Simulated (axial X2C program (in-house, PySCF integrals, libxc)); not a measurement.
Relativistic diatomic calculation, with input and output: PbSe⁻

PbSe⁻, single determinant with M_S = 1/2 and |Λ| = 1. Level asked for: HF, spin-free X2C-1e, Pb dyall-acv3z, Se dyall-acv3z (cores contracted) (axial X2C program (in-house, PySCF integrals, libxc)).

**The input**
```
{"zs": [82, 34], "q": -1, "bas": ["dyall-acv3z", "dyall-acv3z"], "levels": ["PBE0", "HF", "PBE"], "cc": true, "r0": 2.42, "thr": -1.0, "nmax": 90, "npts": 10, "nst": 2, "ntry": 6}
```

The line is the task of a batch: nuclear charges, charge, bases, the levels to run, a first guess of the distance and further settings. This report covers HF without spin-orbit coupling. The log is that of the reference distance 2.51 Å.

Hardware: 1 thread of Arm Neoverse V2, 24 GiB of memory available, shared host.

The run was one of a batch that the task file lists, launched with:
```bash
python <driver script> task.json out
```

**The program's output**
```
spin-free X2C-1e  HF
basis functions 296  fitting functions 1581  grid points 5803
iter        total energy     max residual
   1     -23308.351659404     6.24e-01
   2     -23308.399691519     1.48e-02
   3     -23308.401412994     2.63e-02
   4     -23308.401915220     4.61e-03
   5     -23308.401997615     1.83e-03
   6     -23308.402030846     2.36e-03
   7     -23308.402039341     4.66e-04
   8     -23308.402044517     6.62e-04
   9     -23308.402048609     8.91e-04
  10     -23308.402051900     5.32e-04
  11     -23308.402053311     7.80e-05
  12     -23308.402053602     7.07e-05
  13     -23308.402053654     4.57e-05
  14     -23308.402053671     1.61e-05
  15     -23308.402053678     1.35e-05
  16     -23308.402053682     1.04e-05
  17     -23308.402053682     2.52e-06
converged
one-electron -33151.68923650  Coulomb 9731.79666692  exact exchange -476.29676061  xc functional 0.00000000  nuclear repulsion 587.78727651
correlated 11  virtual 341  natural virtual 90  E(MP2) -0.232853754  MP2 remainder -0.011595678
iter   CCSD correlation   residual
   1     -0.230643588   1.38e-01
   2     -0.236771525   6.06e-02
   3     -0.239247482   2.78e-02
   4     -0.239333906   1.23e-02
   5     -0.239476385   5.77e-03
   6     -0.239493549   2.16e-03
   7     -0.239498819   8.23e-04
   8     -0.239505663   4.49e-04
   9     -0.239502126   2.51e-04
  10     -0.239504514   1.11e-04
  11     -0.239503749   3.49e-05
  12     -0.239504054   1.34e-05
  13     -0.239504058   5.09e-06
(T) -0.014383188447872527  T1 0.0376  D1 0.0759  max T2 0.062
```

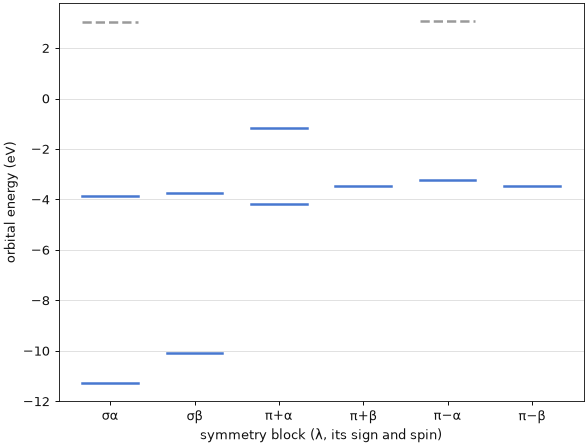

Figure 1. Orbital energies near the frontier at 2.51 Å, filled (solid) and empty (dashed); a label such as π−α means λ = −1 and α spin. The highest filled orbital (π+α; 59 % Pb p, 17 % Se p) lies at −1.19 eV, the lowest empty one (σα; 86 % Pb p, 12 % Pb s) at 3.04 eV.

**Outcome**

```tsv
quantity	value
outcome	not converged in a step after the SCF shown
largest ⟨S²⟩ along the curve	0.79
wall time	7.8 s
peak memory	0.84 GiB
```

**What went wrong**

The SCF whose log is shown converged, but a later step did not. The run therefore gave no full result. Hartree–Fock lacks correlation, so it usually binds too weakly.
